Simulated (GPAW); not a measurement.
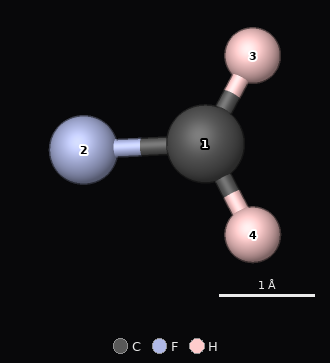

**Figure 1.** The structure (ball-and-stick view, seen at a tilt; atoms are numbered from 1 in the order of the input).

**CH₂F: calculation of the molecule and its ions**

System: CH₂F, multiplicity 2.
Method: r2SCAN/plane waves, UKS, scalar-relativistic datasets (GPAW 26.7.0).

The geometry comes from this level: PBE0-D4/def2-TZVP.

### The program's output
```
__  _  _
 | _ |_)|_||  |
 |__||  | ||/\| - 26.7.0

units:  Angstrom and eV
cores:  1
OpenMP: False

Versions:
  Python: 3.12.14
  ASE:    3.29.0
  Numpy:  2.5.5
  Scipy:  1.18.1
  Libxc:  7.0.0

        _gpaw.cpython-312-x86_64-linux-gnu.so

Input parameters:
  mode=PW(ecut=500.0),
  charge=0.0,
  maxiter=100,
  mixer=Pulay(name='pulay', nmaxold=5, beta=0.1, weight=1.0, sigma=0.015, g_ss=None),
  occupations=Occupations(name='fermi-dirac', width=0.01, fixmagmom=True),
  symmetry=Symmetry(point_group=False, time_reversal=False),
  xc=XC(name='MGGA_X_R2SCAN+MGGA_C_R2SCAN')

Diagonalizing LCAO Hamiltonian
Converting LCAO to pw mode
        .--------------------------.
       /|                          |
      / |                          |
     /  |                          |
    /   |                          |
   /    |                          |
  /     |                          |
 *      |                          |
 |      |            F             |
 |      |                          |
 |      |       HHC                |
 |      |                          |
 |      .--------------------------.
 |     /                          /
 |    /                          /
 |   /                          /
 |  /                          /
 | /                          /
 |/                          /
 *--------------------------*

Atoms  # Å, Bohr magnetons
|   | symbol |        x |        y |        z |    initial magnetic moments |
|---|--------|----------|----------|----------|-----------------------------|
| 0 |      C | 5.416800 | 5.551100 | 4.721400 | ( 0.0000,  0.0000,  0.2500) |
| 1 |      F | 6.396900 | 6.302700 | 5.217100 | ( 0.0000,  0.0000,  0.2500) |
| 2 |      H | 4.500000 | 6.081000 | 4.500000 | ( 0.0000,  0.0000,  0.2500) |
| 3 |      H | 5.473900 | 4.500000 | 4.971500 | ( 0.0000,  0.0000,  0.2500) |

Unit cell  # Å
| periodic |         x |         y |        z |   lengths |    angles |
|----------|-----------|-----------|----------|-----------|-----------|
|       no | 10.896900 |  0.000000 | 0.000000 | 10.896900 | 90.000000 |
|       no |  0.000000 | 10.802700 | 0.000000 | 10.802700 | 90.000000 |
|       no |  0.000000 |  0.000000 | 9.717100 |  9.717100 | 90.000000 |

Number of symmetries: 1
Symmetry operations  # r_c * U_cc + t_c -> r_c
|   | kind |            matrix            |
|---|------|------------------------------|
| 0 |  E   |  1, 0, 0,  0, 1, 0,  0, 0, 1 |

BZ-sampling:
  Number of BZ points: 1
  Number of IBZ points: 1

  Monkhorst-Pack size: [1, 1, 1]
  Monkhorst-Pack shift: [0, 0, 0]

K-points  # in reciprocal-cell coordinates
|   |                                coordinates |     weight |
|---|--------------------------------------------|------------|
| 0 | (  0.00000000,   0.00000000,   0.00000000) | 1.00000000 |

Plane wave coefficients: 14518
Cutoff: 500.0 eV

Spin-components: 2 (collinear spins)
Bands:           10
Projectors:      16
Spin-degeneracy: 1
Datatype:        float64

  Storage: CPU
  Wave functions: 4_645_760 bytes (4_645_760 per core)
  Projectors: 6_039_488 bytes (6_039_488 per core)

Parallelization:
  kpt:    1
  domain: 1
  band:   1

Density:
  Valence electrons: 13.0
  Components: 2
  Grid points: [60 56 54]
  Charge: 0.0  # |e|

Potential:
  Grid points: [60 56 54]

species:
  C:
    name:    Carbon
    Z:       6.0
    valence: 4
    core:    2
    charge:  0.0  # [|e|]
    file:    C.PBE.gz
    compensation charges:
      type: gauss
      rc: 0.20  # [Å]
      lmax: 2
    cutoffs:
      filter: 1.14  # [Å]
      core: 1.14  # [Å]
    projectors
    | kind |    occ | energy [eV] | rcut [Å] |
    |------|--------|-------------|----------|
    |   2s |  2.000 |     -13.751 |    0.635 |
    |   2p |  2.000 |      -5.284 |    0.635 |
    |    s |        |      13.461 |    0.635 |
    |    p |        |      21.927 |    0.635 |
    |    d |        |       0.000 |    0.635 |

    Using partial waves for C as LCAO basis

  F:
    name:    Fluorine
    Z:       9.0
    valence: 7
    core:    2
    charge:  0.0  # [|e|]
    file:    F.PBE.gz
    compensation charges:
      type: gauss
      rc: 0.20  # [Å]
      lmax: 2
    cutoffs:
      filter: 1.14  # [Å]
      core: 0.74  # [Å]
    projectors
    | kind |    occ | energy [eV] | rcut [Å] |
    |------|--------|-------------|----------|
    |   2s |  2.000 |     -29.898 |    0.635 |
    |   2p |  5.000 |     -11.110 |    0.635 |
    |    s |        |      -2.687 |    0.635 |
    |    p |        |      16.102 |    0.635 |
    |    d |        |       0.000 |    0.635 |

    Using partial waves for F as LCAO basis

  H:
    name:    Hydrogen
    Z:       1.0
    valence: 1
    core:    0
    charge:  0.0  # [|e|]
    file:    H.PBE.gz
    compensation charges:
      type: gauss
      rc: 0.15  # [Å]
      lmax: 2
    cutoffs:
      filter: 0.85  # [Å]
      core: 0.53  # [Å]
    projectors
    | kind |    occ | energy [eV] | rcut [Å] |
    |------|--------|-------------|----------|
    |   1s |  1.000 |      -6.494 |    0.476 |
    |    s |        |      20.717 |    0.476 |
    |    p |        |       0.000 |    0.476 |

    Using partial waves for H as LCAO basis

Reference energy: -3766.689225  # eV

eigensolver:
  PPCG
  Converge bands: occupied
  niter=2

density mixing:
  Pulay-Mixer
  Linear mixing parameters: 0.1
  Old densities: 5
  No metric

occupation numbers:
  Fixed magnetic moment: 1.000
  Fermi-Dirac:
    width: 0.0100  # eV

poisson solver:
  ecut: 4000.0  # eV

xc functional:
  name: MGGA_X_R2SCAN+MGGA_C_R2SCAN with 2 nearest neighbor stencil

Initialization done in: 4.336 s

convergence criteria:
- Maximum [total energy] change in last 3 cyles: 0.0005 eV / valence electron
- Maximum integral of absolute [dens]ity change: 0.0001 electrons / valence electron
- Maximum integral of absolute [eigenst]ate change: 4e-08 eV^2 / valence electron
maximum number of iterations: 100

SCF iterations
|iter     |     time |      energy | eigst |  dens |  magmom |
|---------|----------|-------------|-------|-------|---------|
|iter:   1| 00:00:06 |  -25.457069 | +0.34 |       |  +0.9981|
|iter:   2| 00:00:09 |  -20.337219 | -1.31 | -0.65 |  +0.9983|
|iter:   3| 00:00:13 |  -20.492022 | -0.58 | -0.70 |  +0.9997|
|iter:   4| 00:00:17 |  -20.400146 | -2.35 | -1.16 |  +0.9997|
|iter:   5| 00:00:21 |  -20.427379 | -1.54 | -1.20 |  +1.0000|
|iter:   6| 00:00:25 |  -20.432839 | -2.64 | -1.66 |  +1.0000|
|iter:   7| 00:00:28 |  -20.439404 | -2.57 | -1.79 |  +1.0001|
|iter:   8| 00:00:32 |  -20.439469 | -3.53 | -2.09 |  +1.0000|
|iter:   9| 00:00:36 |  -20.440012c| -3.43 | -2.21 |  +1.0000|
|iter:  10| 00:00:39 |  -20.440042c| -4.72 | -2.54 |  +1.0000|
|iter:  11| 00:00:43 |  -20.440101c| -4.32 | -2.60 |  +1.0000|
|iter:  12| 00:00:46 |  -20.440152c| -4.79 | -2.85 |  +1.0000|
|iter:  13| 00:00:50 |  -20.440174c| -5.77 | -2.99 |  +1.0000|
|iter:  14| 00:00:54 |  -20.440187c| -5.69 | -3.13 |  +1.0000|
|iter:  15| 00:00:57 |  -20.440187c| -5.79 | -3.35 |  +1.0000|
|iter:  16| 00:01:01 |  -20.440187c| -6.94 | -3.55 |  +1.0000|
|iter:  17| 00:01:04 |  -20.440187c| -6.44 | -3.60 |  +1.0000|
|iter:  18| 00:01:08 |  -20.440188c| -7.23 | -3.92 |  +1.0000|
|iter:  19| 00:01:12 |  -20.440188c| -6.92 | -4.03c|  +1.0000|
|iter:  20| 00:01:15 |  -20.440188c| -7.37 | -4.16c|  +1.0000|
|iter:  21| 00:01:19 |  -20.440188c| -7.19 | -4.27c|  +1.0000|
|iter:  22| 00:01:22 |  -20.440188c| -7.55c| -4.60c|  +1.0000|

Converged in 22 steps
SCF loop duration: 77.839 s (3.538 s/step)
Energy contributions relative to reference atoms: (reference = -3766.689225)

Energy contributions:
  Kinetic:          19.529546
  Coulomb:         -19.846121
  Zero:              0.234339
  External:          0.000000
  Xc:              -20.357951
  Entropy:          -0.000000
  Spinorbit:         0.000000
  ----------------------------
  Free energy:     -20.440188
  Extrapolated:    -20.440188

dipole moment: (-0.212254, -0.137398, -0.022897)  # |e|*Ang

Total magnetic moment: (0.000000, 0.000000, 1.000000)

Local magnetic moments
|        x |        y |         z |
|----------|----------|-----------|
| 0.000000 | 0.000000 |  0.313567 |  # C    0
| 0.000000 | 0.000000 |  0.091894 |  # F    1
| 0.000000 | 0.000000 | -0.008263 |  # H    2
| 0.000000 | 0.000000 | -0.008383 |  # H    3

Fermi levels: -3.288, -7.186
Eigenvalues  # (at kpt = [0.000, 0.000, 0.000])
| band index |      eig [eV] | occ [0-1] |      eig [eV] | occ [0-1] |
|------------|---------------|-----------|---------------|-----------|
|          0 |       -32.532 |     1.000 |       -32.295 |     1.000 |
|          1 |       -17.806 |     1.000 |       -16.818 |     1.000 |
|          2 |       -12.997 |     1.000 |       -12.738 |     1.000 |
|          3 |       -12.908 |     1.000 |       -12.702 |     1.000 |
|          4 |       -11.822 |     1.000 |       -10.955 |     1.000 |
|          5 |        -9.037 |     1.000 |        -8.861 |     1.000 |
|          6 |        -5.178 |     1.000 |        -1.694 |     0.000 |
|          7 |        -0.044 |     0.000 |         0.009 |     0.000 |
|          8 |         0.918 |     0.000 |         1.079 |     0.000 |
|          9 |         1.184 |     0.000 |         1.215 |     0.000 |

Gap: 3.484 eV
Transition (v -> c):
  (s=0, k=0, n=6, [0.00, 0.00, 0.00]) -> (s=1, k=0, n=6, [0.00, 0.00, 0.00])
No difference between direct/indirect transitions
vacuum-level: 0.178  # V
neutral       -20.44019 eV
  __  _  _
 | _ |_)|_||  |
 |__||  | ||/\| - 26.7.0

units:  Angstrom and eV
cores:  1
OpenMP: False

Versions:
  Python: 3.12.14
  ASE:    3.29.0
  Numpy:  2.5.5
  Scipy:  1.18.1
  Libxc:  7.0.0

        _gpaw.cpython-312-x86_64-linux-gnu.so

Input parameters:
  mode=PW(ecut=500.0),
  charge=1,
  maxiter=100,
  mixer=Pulay(name='pulay', nmaxold=5, beta=0.1, weight=1.0, sigma=0.015, g_ss=None),
  occupations=Occupations(name='fermi-dirac', width=0.01, fixmagmom=False),
  symmetry=Symmetry(point_group=False, time_reversal=False),
  xc=XC(name='MGGA_X_R2SCAN+MGGA_C_R2SCAN')

Diagonalizing LCAO Hamiltonian
Converting LCAO to pw mode
        .--------------------------.
       /|                          |
      / |                          |
     /  |                          |
    /   |                          |
   /    |                          |
  /     |                          |
 *      |                          |
 |      |            F             |
 |      |                          |
 |      |       HHC                |
 |      |                          |
 |      .--------------------------.
 |     /                          /
 |    /                          /
 |   /                          /
 |  /                          /
 | /                          /
 |/                          /
 *--------------------------*

Atoms  # Å, Bohr magnetons
|   | symbol |        x |        y |        z |    initial magnetic moments |
|---|--------|----------|----------|----------|-----------------------------|
| 0 |      C | 5.416800 | 5.551100 | 4.721400 | ( 0.0000,  0.0000,  0.0000) |
| 1 |      F | 6.396900 | 6.302700 | 5.217100 | ( 0.0000,  0.0000,  0.0000) |
| 2 |      H | 4.500000 | 6.081000 | 4.500000 | ( 0.0000,  0.0000,  0.0000) |
| 3 |      H | 5.473900 | 4.500000 | 4.971500 | ( 0.0000,  0.0000,  0.0000) |

Unit cell  # Å
| periodic |         x |         y |        z |   lengths |    angles |
|----------|-----------|-----------|----------|-----------|-----------|
|       no | 10.896900 |  0.000000 | 0.000000 | 10.896900 | 90.000000 |
|       no |  0.000000 | 10.802700 | 0.000000 | 10.802700 | 90.000000 |
|       no |  0.000000 |  0.000000 | 9.717100 |  9.717100 | 90.000000 |

Number of symmetries: 1
Symmetry operations  # r_c * U_cc + t_c -> r_c
|   | kind |            matrix            |
|---|------|------------------------------|
| 0 |  E   |  1, 0, 0,  0, 1, 0,  0, 0, 1 |

BZ-sampling:
  Number of BZ points: 1
  Number of IBZ points: 1

  Monkhorst-Pack size: [1, 1, 1]
  Monkhorst-Pack shift: [0, 0, 0]

K-points  # in reciprocal-cell coordinates
|   |                                coordinates |     weight |
|---|--------------------------------------------|------------|
| 0 | (  0.00000000,   0.00000000,   0.00000000) | 1.00000000 |

Plane wave coefficients: 14518
Cutoff: 500.0 eV

Spin-components: 1 (collinear spins)
Bands:           10
Projectors:      16
Spin-degeneracy: 2
Datatype:        float64

  Storage: CPU
  Wave functions: 2_322_880 bytes (2_322_880 per core)
  Projectors: 6_039_488 bytes (6_039_488 per core)

Parallelization:
  kpt:    1
  domain: 1
  band:   1

Density:
  Valence electrons: 13.0
  Components: 1
  Grid points: [60 56 54]
  Charge: 1.0  # |e|

Potential:
  Grid points: [60 56 54]

species:
  C:
    name:    Carbon
    Z:       6.0
    valence: 4
    core:    2
    charge:  0.0  # [|e|]
    file:    C.PBE.gz
    compensation charges:
      type: gauss
      rc: 0.20  # [Å]
      lmax: 2
    cutoffs:
      filter: 1.14  # [Å]
      core: 1.14  # [Å]
    projectors
    | kind |    occ | energy [eV] | rcut [Å] |
    |------|--------|-------------|----------|
    |   2s |  2.000 |     -13.751 |    0.635 |
    |   2p |  2.000 |      -5.284 |    0.635 |
    |    s |        |      13.461 |    0.635 |
    |    p |        |      21.927 |    0.635 |
    |    d |        |       0.000 |    0.635 |

    Using partial waves for C as LCAO basis

  F:
    name:    Fluorine
    Z:       9.0
    valence: 7
    core:    2
    charge:  0.0  # [|e|]
    file:    F.PBE.gz
    compensation charges:
      type: gauss
      rc: 0.20  # [Å]
      lmax: 2
    cutoffs:
      filter: 1.14  # [Å]
      core: 0.74  # [Å]
    projectors
    | kind |    occ | energy [eV] | rcut [Å] |
    |------|--------|-------------|----------|
    |   2s |  2.000 |     -29.898 |    0.635 |
    |   2p |  5.000 |     -11.110 |    0.635 |
    |    s |        |      -2.687 |    0.635 |
    |    p |        |      16.102 |    0.635 |
    |    d |        |       0.000 |    0.635 |

    Using partial waves for F as LCAO basis

  H:
    name:    Hydrogen
    Z:       1.0
    valence: 1
    core:    0
    charge:  0.0  # [|e|]
    file:    H.PBE.gz
    compensation charges:
      type: gauss
      rc: 0.15  # [Å]
      lmax: 2
    cutoffs:
      filter: 0.85  # [Å]
      core: 0.53  # [Å]
    projectors
    | kind |    occ | energy [eV] | rcut [Å] |
    |------|--------|-------------|----------|
    |   1s |  1.000 |      -6.494 |    0.476 |
    |    s |        |      20.717 |    0.476 |
    |    p |        |       0.000 |    0.476 |

    Using partial waves for H as LCAO basis

Reference energy: -3766.689225  # eV

eigensolver:
  PPCG
  Converge bands: occupied
  niter=2

density mixing:
  Pulay-Mixer
  Linear mixing parameters: 0.1
  Old densities: 5
  No metric

occupation numbers:
  Fermi-Dirac:
    width: 0.0100  # eV

poisson solver:
  ecut: 4000.0  # eV
  # using Gaussian-shaped compensation charge: e^(-alpha r^2)
  alpha: 0.1365760680473674   # bohr^-2
xc functional:
  name: MGGA_X_R2SCAN+MGGA_C_R2SCAN with 2 nearest neighbor stencil

Initialization done in: 1.795 s

convergence criteria:
- Maximum [total energy] change in last 3 cyles: 0.0005 eV / valence electron
- Maximum integral of absolute [dens]ity change: 0.0001 electrons / valence electron
- Maximum integral of absolute [eigenst]ate change: 4e-08 eV^2 / valence electron
maximum number of iterations: 100

SCF iterations
|iter     |     time |      energy | eigst |  dens |
|---------|----------|-------------|-------|-------|
|iter:   1| 00:01:26 |  -17.440646 | +0.52 |       |
|iter:   2| 00:01:27 |  -12.196009 | -1.25 | -0.67 |
|iter:   3| 00:01:29 |  -11.040551 | -0.70 | -0.74 |
|iter:   4| 00:01:31 |  -10.861953 | -2.21 | -1.11 |
|iter:   5| 00:01:33 |  -10.815400 | -1.82 | -1.25 |
|iter:   6| 00:01:35 |  -10.790353 | -2.48 | -1.69 |
|iter:   7| 00:01:36 |  -10.794370 | -3.28 | -2.20 |
|iter:   8| 00:01:38 |  -10.794536c| -3.86 | -2.50 |
|iter:   9| 00:01:40 |  -10.794331c| -4.61 | -2.87 |
|iter:  10| 00:01:42 |  -10.794352c| -6.32 | -3.21 |
|iter:  11| 00:01:44 |  -10.794371c| -5.62 | -3.28 |
|iter:  12| 00:01:45 |  -10.794375c| -6.63 | -3.76 |
|iter:  13| 00:01:47 |  -10.794376c| -7.03 | -3.87 |
|iter:  14| 00:01:49 |  -10.794376c| -7.88c| -4.03c|

Converged in 14 steps
SCF loop duration: 23.742 s (1.696 s/step)
Energy contributions relative to reference atoms: (reference = -3766.689225)

Energy contributions:
  Kinetic:           4.400168
  Coulomb:          -5.775859
  Zero:              0.249050
  External:          0.000000
  Xc:               -9.667735
  Entropy:          -0.000000
  Spinorbit:         0.000000
  ----------------------------
  Free energy:     -10.794376
  Extrapolated:    -10.794376

dipole moment: (5.329352, 5.504744, 4.742906)  # |e|*Ang

Fermi level: -17.738
Eigenvalues  # (at kpt = [0.000, 0.000, 0.000])
| band index |      eig [eV] | occ [0-2] |
|------------|---------------|-----------|
|          0 |       -42.260 |     2.000 |
|          1 |       -27.287 |     2.000 |
|          2 |       -22.609 |     2.000 |
|          3 |       -22.476 |     2.000 |
|          4 |       -21.028 |     2.000 |
|          5 |       -18.383 |     2.000 |
|          6 |       -13.408 |     0.000 |
|          7 |        -6.268 |     0.000 |
|          8 |        -4.986 |     0.000 |
|          9 |        -3.535 |     0.000 |

Gap: 4.975 eV
Transition (v -> c):
  (s=0, k=0, n=5, [0.00, 0.00, 0.00]) -> (s=0, k=0, n=6, [0.00, 0.00, 0.00])
No difference between direct/indirect transitions
vacuum-level: -1.989  # V
oxidised      -10.79438 eV
Vertical IP = 9.646 eV
```

This output came from the following input.

### Input file (mol_ipea.py)
```python
from ase import Atoms
from gpaw import GPAW, PW

molecule = Atoms("CFHH",
    positions=[[ -0.030100,  -0.057600,  -0.131100],
               [  0.950000,   0.694000,   0.364600],
               [ -0.946900,   0.472300,  -0.352500],
               [  0.027000,  -1.108700,   0.119000]])
molecule.center(vacuum=4.5)

energies = {}
for name, charge, unpaired in [("neutral", 0, 1), ("oxidised", 1, 0)]:
    molecule.set_initial_magnetic_moments([unpaired / len(molecule)] * len(molecule))
    dft = GPAW(mode=PW(500),
               xc="MGGA_X_R2SCAN+MGGA_C_R2SCAN",
               charge=charge,
               occupations={"name": "fermi-dirac", "width": 0.01, "fixmagmom": unpaired > 0},
               mixer={"name": "pulay", "beta": 0.1, "nmaxold": 5, "weight": 1.0},
               maxiter=100,
               symmetry="off",
               txt="-")
    molecule.calc = dft
    energies[name] = molecule.get_potential_energy()
    print(f'{name:10} {energies[name]:12.5f} eV')

ip = energies["oxidised"] - energies["neutral"]
print(f"Vertical IP = {ip:.3f} eV")
```

Launch command:
```bash
OMP_NUM_THREADS=1 python mol_ipea.py
```

### Summary

```json
{"quantity": "outcome", "value": "converged"}
{"quantity": "ionisation energy", "value": "9.65 eV"}
{"quantity": "hardware", "value": "1 thread of Intel Xeon @ 2.60GHz (Ice Lake), 24 GiB of memory available, shared host"}
{"quantity": "wall time", "value": "1.8 min"}
{"quantity": "peak memory", "value": "0.66 GiB"}
```
